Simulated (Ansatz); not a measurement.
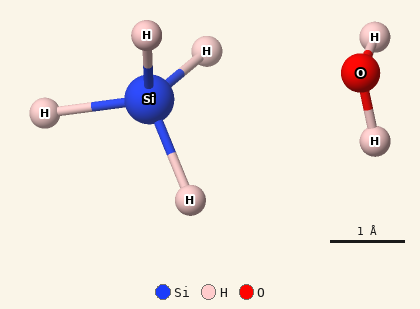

The structure as given in the input (ball-and-stick view, seen at a tilt).

# SiH$_{6}$O: nudged elastic band

SiH$_{6}$O, computed with RKS PBE-D4/def2-SVP (Ansatz 0.2.0).

It belongs to a series of runs on one base structure; here: band between the two ends.

Log:
```
Engine: ansatz 0.2.0, aarch64-unknown-linux-gnu
Functional definition: PBE
  parameter kappa = 0.804
  parameter beta = 0.06672455060314922
  exchange = pbe_x(kappa = kappa, mu = beta*pi^2/3)
  correlation = pbe_c(beta = beta)
687 factors; their error is unknown
mean field evaluation 1: about -10006.2587 eV, gradient 5.1e1 eV
mean field evaluation 2: about -9991.3776 eV, gradient 1.0e2 eV
mean field evaluation 4: about -10011.0140 eV, gradient 1.8e0 eV
mean field evaluation 8: about -10010.9840 eV, gradient 2.5e-2 eV
mean field -10010.98398675 eV, -367.8968758244 hartree, gradient 1.4e-5 eV, S^2 0.000000; 0 other end points of the search recorded, 0 dependent functions left out
the calculation of the forces begins
reference -10010.98401823 eV, -367.8968769813 hartree; 14, 14 occupied and 48, 48 virtual orbitals, 687 factors
687 factors; their error is unknown
mean field evaluation 16: about -9981.2251 eV, gradient 1.2e2 eV
mean field -10011.40610224 eV, -367.9123882827 hartree, gradient 2.6e-5 eV, S^2 0.000000; 0 other end points of the search recorded, 0 dependent functions left out
[... from here on the field's lines of each further geometry are left out, up to the last ...]
NEB iter   1: max|band force component| = 6.170e0 eV/Å  barrier→ = 3.4128 eV  barrier← = 3.8361 eV  Δτ_max = 0.2000 Å  (162 SCF iters)
NEB iter   2: max|band force component| = 3.049e0 eV/Å  barrier→ = 2.3401 eV  barrier← = 2.7635 eV  Δτ_max = 0.2000 Å  (145 SCF iters)
NEB iter   3: max|band force component| = 3.022e0 eV/Å  barrier→ = 1.6963 eV  barrier← = 2.1197 eV  Δτ_max = 0.2000 Å  (146 SCF iters)
NEB iter   4: max|band force component| = 1.538e0 eV/Å  barrier→ = 1.3160 eV  barrier← = 1.7394 eV  Δτ_max = 0.1910 Å  (140 SCF iters)
NEB iter   5: max|band force component| = 1.058e0 eV/Å  barrier→ = 1.5072 eV  barrier← = 1.9305 eV  Δτ_max = 0.2000 Å  (128 SCF iters)
NEB iter   6: max|band force component| = 8.087e-1 eV/Å  barrier→ = 1.4833 eV  barrier← = 1.9066 eV  Δτ_max = 0.1508 Å  (130 SCF iters)
NEB iter   7: max|band force component| = 5.715e-1 eV/Å  barrier→ = 1.3835 eV  barrier← = 1.8069 eV  Δτ_max = 0.2000 Å  (127 SCF iters)
NEB iter   8: max|band force component| = 5.127e-1 eV/Å  barrier→ = 1.2705 eV  barrier← = 1.6939 eV  Δτ_max = 0.2000 Å  (130 SCF iters)
NEB iter   9: max|band force component| = 2.295e0 eV/Å  barrier→ = 1.2166 eV  barrier← = 1.6399 eV  Δτ_max = 0.0998 Å  (131 SCF iters)
NEB iter  10: max|band force component| = 6.207e-1 eV/Å  barrier→ = 1.0574 eV  barrier← = 1.4808 eV  Δτ_max = 0.0846 Å  (125 SCF iters)
NEB iter  11: max|band force component| = 6.453e-1 eV/Å  barrier→ = 1.0107 eV  barrier← = 1.4340 eV  CI = image 2  Δτ_max = 0.1957 Å  (126 SCF iters)
NEB iter  12: max|band force component| = 7.544e-1 eV/Å  barrier→ = 1.3295 eV  barrier← = 1.7529 eV  CI = image 2  Δτ_max = 0.2000 Å  (131 SCF iters)
NEB iter  13: max|band force component| = 6.936e-1 eV/Å  barrier→ = 1.4033 eV  barrier← = 1.8267 eV  CI = image 2  Δτ_max = 0.1215 Å  (125 SCF iters)
NEB iter  14: max|band force component| = 6.545e-1 eV/Å  barrier→ = 1.4789 eV  barrier← = 1.9023 eV  CI = image 2  Δτ_max = 0.1133 Å  (127 SCF iters)
NEB iter  15: max|band force component| = 2.850e-1 eV/Å  barrier→ = 1.4190 eV  barrier← = 1.8424 eV  CI = image 2  Δτ_max = 0.0820 Å  (126 SCF iters)
NEB iter  16: max|band force component| = 2.262e-1 eV/Å  barrier→ = 1.4050 eV  barrier← = 1.8283 eV  CI = image 2  Δτ_max = 0.0465 Å  (127 SCF iters)
NEB iter  17: max|band force component| = 1.848e-1 eV/Å  barrier→ = 1.3985 eV  barrier← = 1.8218 eV  CI = image 2  Δτ_max = 0.0201 Å  (127 SCF iters)
NEB iter  18: max|band force component| = 7.611e-2 eV/Å  barrier→ = 1.3952 eV  barrier← = 1.8186 eV  CI = image 2  Δτ_max = 0.0145 Å  (130 SCF iters)
NEB iter  19: max|band force component| = 3.174e-2 eV/Å  barrier→ = 1.3944 eV  barrier← = 1.8178 eV  CI = image 2  Δτ_max = 0.0225 Å  (123 SCF iters)
NEB iter  20: max|band force component| = 3.141e-2 eV/Å  barrier→ = 1.3935 eV  barrier← = 1.8168 eV  CI = image 2  Δτ_max = 0.0113 Å  (117 SCF iters)
NEB iter  21: max|band force component| = 3.258e-2 eV/Å  barrier→ = 1.3929 eV  barrier← = 1.8163 eV  CI = image 2  Δτ_max = 0.0113 Å  (111 SCF iters)
NEB iter  22: max|band force component| = 3.015e-2 eV/Å  barrier→ = 1.3925 eV  barrier← = 1.8158 eV  CI = image 2  Δτ_max = 0.0113 Å  (110 SCF iters)
NEB iter  23: max|band force component| = 2.397e-2 eV/Å  barrier→ = 1.3920 eV  barrier← = 1.8153 eV  CI = image 2  Δτ_max = 0.0225 Å  (110 SCF iters)
NEB iter  24: max|band force component| = 3.826e-2 eV/Å  barrier→ = 1.3913 eV  barrier← = 1.8147 eV  CI = image 2  Δτ_max = 0.0225 Å  (27 SCF iters)
NEB iter  25: max|band force component| = 2.736e-2 eV/Å  barrier→ = 1.3910 eV  barrier← = 1.8144 eV  CI = image 2  Δτ_max = 0.0139 Å  (122 SCF iters)
NEB iter  26: max|band force component| = 3.075e-2 eV/Å  barrier→ = 1.3910 eV  barrier← = 1.8143 eV  CI = image 2  Δτ_max = 0.0226 Å  (27 SCF iters)
NEB iter  27: max|band force component| = 3.720e-2 eV/Å  barrier→ = 1.3911 eV  barrier← = 1.8145 eV  CI = image 2  Δτ_max = 0.0113 Å  (123 SCF iters)
the calculation of the forces begins
reference -10011.39621949 eV, -367.9120250983 hartree; 14, 14 occupied and 48, 48 virtual orbitals, 687 factors
687 factors; their error is unknown
mean field -10009.57700329 eV, -367.8451701358 hartree, gradient 1.5e-5 eV, S^2 0.000000; 1 other end points of the search recorded, 0 dependent functions left out
the calculation of the forces begins
reference -10009.57703481 eV, -367.8451712943 hartree; 14, 14 occupied and 48, 48 virtual orbitals, 687 factors
NEB iter  28: max|band force component| = 2.470e-2 eV/Å  barrier→ = 1.3909 eV  barrier← = 1.8142 eV  CI = image 2  Δτ_max = 0.0000 Å  (224 SCF iters)
```

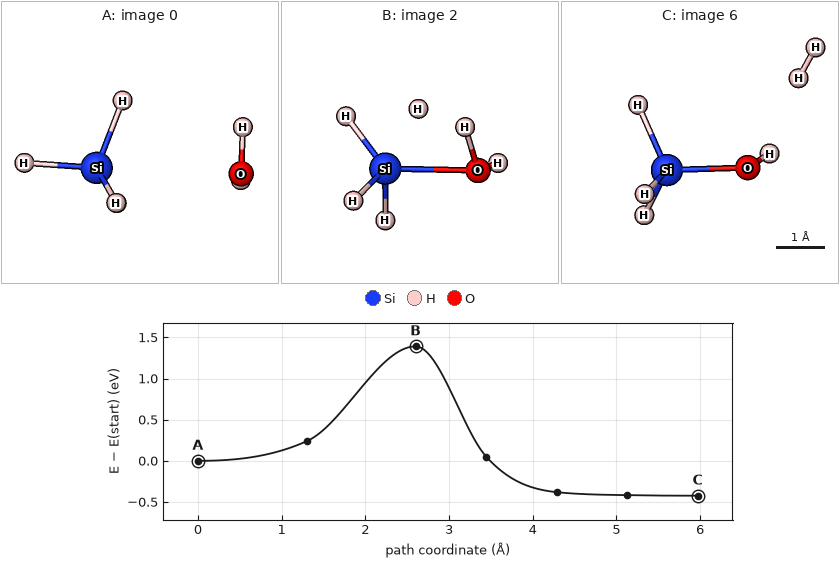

Images of the last band (counted from 0; ball-and-stick, seen at a tilt) above the energy along the path; the line is a cubic interpolation that uses the forces. The highest image is number 2, 1.391 eV above the start and 1.814 eV above the end (the climbing image); the end lies 0.423 eV below the start. The path is 5.97 Å long. The band converged in 28 iterations.

```
Total energy: -10009.67489973 eV, -367.8487677637 hartree
Atom 0 at    -0.218378     0.078529    -0.137518 Å, force     0.015442    -0.016144    -0.000176 eV/Å
Atom 1 at    -0.166439     0.670261     1.535484 Å, force    -0.017550     0.005369    -0.002014 eV/Å
Atom 2 at     1.080524    -0.632924     0.141342 Å, force     0.005030     0.001532    -0.004670 eV/Å
Atom 3 at    -0.060074     1.474956    -0.667686 Å, force    -0.005142    -0.000126     0.006870 eV/Å
Atom 4 at    -0.761154    -0.701077    -1.332484 Å, force    -0.008418     0.001357     0.003844 eV/Å
Atom 5 at    -1.863584    -0.341311     0.787140 Å, force     0.001801    -0.000788    -0.002352 eV/Å
Atom 6 at    -2.100050    -1.291728     0.862942 Å, force    -0.005494     0.001849    -0.007980 eV/Å
Atom 7 at    -1.173047     0.113592     1.574579 Å, force     0.014332     0.006951     0.006479 eV/Å
Dipole moment:    -0.242739    -0.352165     0.193887 e Å
this run last wrote the band of iteration 28 to [file]; this run last wrote the band within `neb.f_tol` of iteration 25 to [file]
```

The last band as extended XYZ (Å, eV, eV/Å):
```
8
Properties=species:S:1:pos:R:3:forces:R:3 image=0 energy=-10011.06573
Si    0.3554    0.0417   -0.1262    0.0034   0.0004   0.0036
H     0.3813   -0.0902    1.3720   -0.0008  -0.0011  -0.0014
H     1.7872    0.0014   -0.5989   -0.0018   0.0002  -0.0007
H    -0.2520    1.3420   -0.5525    0.0005  -0.0007  -0.0008
H    -0.3529   -1.1330   -0.7399   -0.0001   0.0015  -0.0008
O    -2.4799    0.0546    0.8967   -0.0022  -0.0018   0.0008
H    -2.5577   -0.8979    0.7002   -0.0002  -0.0012  -0.0002
H    -2.1436    0.0517    1.8125    0.0011   0.0028  -0.0005
8
Properties=species:S:1:pos:R:3:forces:R:3 image=1 energy=-10010.82663
Si    0.1894    0.1472   -0.1472    0.1804   0.0249  -0.0226
H    -0.0296    0.3043    1.3406    0.0454  -0.1560  -0.0863
H     1.5811   -0.4039   -0.2200    0.2259   0.1234  -0.1717
H     0.0730    1.5185   -0.7383    0.0652   0.0338  -0.0504
H    -0.6789   -0.7896   -0.9354    0.0211  -0.0473   0.1818
O    -2.4393   -0.2378    1.0055   -0.2496   0.0365   0.1133
H    -2.2620   -1.1887    0.8713   -0.0601   0.0322   0.0205
H    -1.6960    0.0202    1.5873   -0.2283  -0.0475   0.0154
8
Properties=species:S:1:pos:R:3:forces:R:3 image=2 energy=-10009.67487
Si   -0.2184    0.0785   -0.1375    0.0154  -0.0161  -0.0002
H    -0.1664    0.6703    1.5355   -0.0175   0.0054  -0.0020
H     1.0805   -0.6329    0.1413    0.0050   0.0015  -0.0047
H    -0.0601    1.4750   -0.6677   -0.0051  -0.0001   0.0069
H    -0.7612   -0.7011   -1.3325   -0.0084   0.0014   0.0038
O    -1.8636   -0.3413    0.7871    0.0018  -0.0008  -0.0024
H    -2.1000   -1.2917    0.8629   -0.0055   0.0018  -0.0080
H    -1.1730    0.1136    1.5746    0.0143   0.0070   0.0065
8
Properties=species:S:1:pos:R:3:forces:R:3 image=3 energy=-10011.01435
Si   -0.4073   -0.0754   -0.3108   -0.2725  -0.2186  -0.2491
H    -0.0856    0.7006    1.8964    0.0464   0.1357   0.4942
H     0.8849   -0.7038    0.1692   -0.2448  -0.0117   0.1046
H    -0.1535    1.3931   -0.5244   -0.2114  -0.1317   0.1354
H    -0.7372   -0.7021   -1.6215    0.1047  -0.0971  -0.3906
O    -1.8468   -0.3405    0.5895    0.0369  -0.0531  -0.2960
H    -2.1188   -1.2684    0.7039    0.0318  -0.0262  -0.1961
H    -0.7979    0.3669    1.8616    0.5089   0.4027   0.3977
8
Properties=species:S:1:pos:R:3:forces:R:3 image=4 energy=-10011.44634
Si   -0.4109   -0.1217   -0.5007   -0.0041  -0.0094  -0.0341
H    -0.1398    0.7327    2.5315    0.0063   0.0200   0.0853
H     0.7520   -0.8200    0.1602   -0.0193  -0.0132  -0.0142
H    -0.1640    1.3555   -0.5214   -0.0166  -0.0096  -0.0169
H    -0.5186   -0.6386   -1.9115    0.0136  -0.0059  -0.0394
O    -1.8643   -0.3386    0.3316   -0.0024  -0.0048  -0.0219
H    -2.1308   -1.2646    0.4661    0.0056  -0.0034  -0.0102
H    -0.7858    0.4657    2.2079    0.0169   0.0263   0.0513
8
Properties=species:S:1:pos:R:3:forces:R:3 image=5 energy=-10011.48272
Si   -0.3304   -0.0726   -0.6633    0.0003  -0.0006  -0.0033
H    -0.5774    0.5663    3.0926   -0.0057  -0.0015   0.0101
H     0.8971   -0.6675   -0.0188    0.0019   0.0005  -0.0048
H    -0.1834    1.4138   -0.7716    0.0014  -0.0004  -0.0058
H    -0.4604   -0.6676   -2.0431   -0.0023  -0.0021  -0.0028
O    -1.7195   -0.3240    0.2616    0.0036   0.0016   0.0001
H    -1.9257   -1.2554    0.4539    0.0018   0.0023   0.0019
H    -0.9626    0.3773    2.4525   -0.0010   0.0002   0.0047
8
Properties=species:S:1:pos:R:3:forces:R:3 image=6 energy=-10011.48909
Si   -0.2451   -0.0426   -0.7877    0.0049  -0.0025  -0.0024
H    -1.0268    0.3431    3.3984   -0.0035   0.0008  -0.0266
H     1.0627   -0.5263   -0.2104   -0.0091   0.0030  -0.0049
H    -0.1580    1.4236   -1.0840   -0.0004  -0.0124   0.0007
H    -0.4928   -0.8032   -2.0678   -0.0007   0.0098   0.0154
O    -1.5252   -0.2100    0.2992   -0.0003  -0.0019  -0.0024
H    -1.7194   -1.1222    0.5773    0.0062   0.0034  -0.0063
H    -1.1576    0.3079    2.6389    0.0028  -0.0003   0.0266
```

This output came from the following input.

Input file:
```yaml
crystal:
  periodic: [false, false, false]
  atoms:
    - { symbol: Si, position_ang: [0.355393, 0.041696, -0.126238] }
    - { symbol: H, position_ang: [0.381277, -0.090167, 1.372011] }
    - { symbol: H, position_ang: [1.787171, 0.001383, -0.598917] }
    - { symbol: H, position_ang: [-0.252033, 1.342013, -0.552494] }
    - { symbol: H, position_ang: [-0.352921, -1.133034, -0.739889] }
    - { symbol: O, position_ang: [-2.479883, 0.054595, 0.896674] }
    - { symbol: H, position_ang: [-2.55765, -0.897879, 0.700163] }
    - { symbol: H, position_ang: [-2.143555, 0.051692, 1.812488] }
basis:
  gaussian: { orbitals: def2-SVP }
hamiltonian:
  xc: pbe
  dispersion: d4
neb:
  order_check: false
  images: 5
  f_tol: 0.03
  max_iterations: 60
  final_atoms:
    - { symbol: Si, position_ang: [-0.24505991, -0.04257888, -0.78769879] }
    - { symbol: H, position_ang: [-1.02683312, 0.34309027, 3.3983891] }
    - { symbol: H, position_ang: [1.06270438, -0.52631498, -0.2103627] }
    - { symbol: H, position_ang: [-0.15803639, 1.42362897, -1.08399074] }
    - { symbol: H, position_ang: [-0.49277549, -0.80319908, -2.067846] }
    - { symbol: O, position_ang: [-1.52517161, -0.21001478, 0.29917271] }
    - { symbol: H, position_ang: [-1.71938775, -1.12223493, 0.5772519] }
    - { symbol: H, position_ang: [-1.15764111, 0.3079224, 2.63888251] }
  initial_path:
    images:
      - { positions_ang: [[0.355393, 0.041696, -0.126238], [0.381277, -0.090167, 1.372011], [1.787171, 0.001383, -0.598917], [-0.252033, 1.342013, -0.552494], [-0.352921, -1.133034, -0.739889], [-2.479883, 0.054595, 0.896674], [-2.55765, -0.897879, 0.700163], [-2.143555, 0.051692, 1.812488]] }
      - { positions_ang: [[0.23810011, 0.02931576, -0.08153649], [0.24747853, -0.05333321, 1.52055515], [1.65359921, 0.00631295, -0.55275658], [-0.39846162, 1.2892328, -0.5342451], [-0.45666382, -1.15498234, -0.65213249], [-2.28104023, 0.03251599, 0.80036443], [-2.50967781, -0.81609751, 0.47845427], [-1.75553538, 0.03733456, 1.78509482]] }
      - { positions_ang: [[0.12080721, 0.01693552, -0.03683498], [0.11368007, -0.01649941, 1.6690993], [1.52002742, 0.0112429, -0.50659617], [-0.54489023, 1.23645261, -0.51599619], [-0.56040664, -1.17693067, -0.56437599], [-2.08219745, 0.01043697, 0.70405486], [-2.46170562, -0.73431602, 0.25674554], [-1.36751575, 0.02297712, 1.75770164]] }
      - { positions_ang: [[0.00351432, 0.00455527, 0.00786652], [-0.0201184, 0.02033438, 1.81764345], [1.38645564, 0.01617284, -0.46043575], [-0.69131885, 1.18367241, -0.49774729], [-0.66414947, -1.19887901, -0.47661948], [-1.88335468, -0.01164204, 0.60774528], [-2.41373343, -0.65253453, 0.03503681], [-0.97949613, 0.00861967, 1.73030845]] }
      - { positions_ang: [[-0.07934376, -0.01115611, -0.25732191], [-0.35568997, 0.12791968, 2.34455866], [1.27853855, -0.16465643, -0.37707807], [-0.51355803, 1.26365793, -0.69316177], [-0.60702481, -1.0669857, -1.00702832], [-1.76396032, -0.07776629, 0.50488776], [-2.18228487, -0.80910133, 0.21577517], [-1.03887779, 0.10838725, 2.03316647]] }
      - { positions_ang: [[-0.16220184, -0.02686749, -0.52251035], [-0.69126155, 0.23550497, 2.87147388], [1.17062147, -0.34548571, -0.29372039], [-0.33579721, 1.34364345, -0.88857625], [-0.54990015, -0.93509239, -1.53743716], [-1.64456597, -0.14389054, 0.40203024], [-1.95083631, -0.96566813, 0.39651354], [-1.09825945, 0.20815483, 2.33602449]] }
      - { positions_ang: [[-0.24505991, -0.04257888, -0.78769879], [-1.02683312, 0.34309027, 3.3983891], [1.06270438, -0.52631498, -0.2103627], [-0.15803639, 1.42362897, -1.08399074], [-0.49277549, -0.80319908, -2.067846], [-1.52517161, -0.21001478, 0.29917271], [-1.71938775, -1.12223493, 0.5772519], [-1.15764111, 0.3079224, 2.63888251]] }
```

Run as:
```bash
ansatz run input.yaml --threads 1 --pin off --max-ram 2048MiB --backend cpu --events-out ev --progress --plain --runs-dir out
```

Key numbers:

- outcome: converged
- barrier, forward: 1.391 eV
- barrier, backward: 1.814 eV
- hardware: 1 thread of Arm Neoverse V2, 24 GiB of memory available, shared host
- wall time: 2.2 min
- peak memory: 0.1 GiB

Notes:

The order of the saddle point was not checked.
